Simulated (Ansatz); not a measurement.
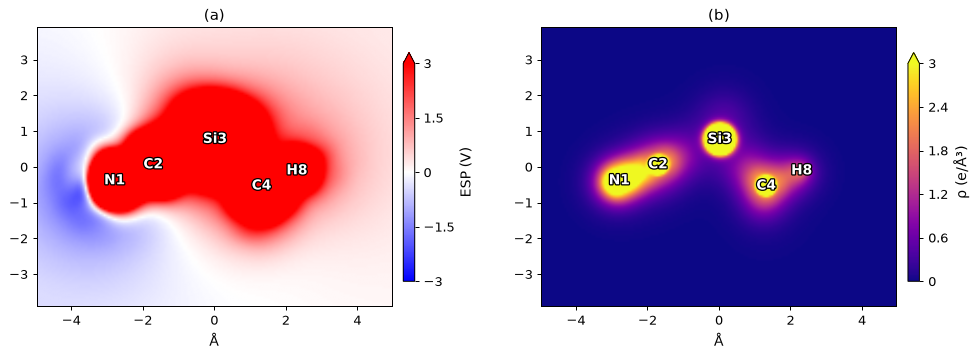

Figure. C2H4ClNSi (SMILES N#C[SiH2]CCl). (a) molecular electrostatic potential; (b) total electron density on the plane of atoms C2, Si3 and C4.

Not at a stationary point (largest force 1.1 eV/Å).

Computed with SCF r2SCAN0, Gaussian basis (Ansatz).

```yaml
atoms:
  - { symbol: N, position_ang: [2.8259, -1.1305, 0.0890] }
  - { symbol: C, position_ang: [1.8836, -0.4520, 0.1213] }
  - { symbol: Si, position_ang: [0.3653, 0.6486, 0.1400] }
  - { symbol: C, position_ang: [-1.1676, -0.2757, -0.3017] }
  - { symbol: Cl, position_ang: [-1.5822, -1.4256, 0.9895] }
  - { symbol: H, position_ang: [0.2062, 1.3271, 1.4581] }
  - { symbol: H, position_ang: [0.5413, 1.7538, -0.8451] }
  - { symbol: H, position_ang: [-2.0206, 0.3980, -0.4220] }
  - { symbol: H, position_ang: [-1.0518, -0.8438, -1.2290] }
```

Interpret the plot.

Answer.
- Atoms in the plane: N, C, Si and H.
- C–N (1.16 Å): ρ at the midpoint is about 3.5 e/Å³.
- C–Si (1.84 Å): ρ at the midpoint is about 0.99 e/Å³.
- C–H (1.09 Å): ρ is about 2 e/Å³ halfway.
- Outside the dense part of the molecule the potential is most negative (−2.0 V) near N1.
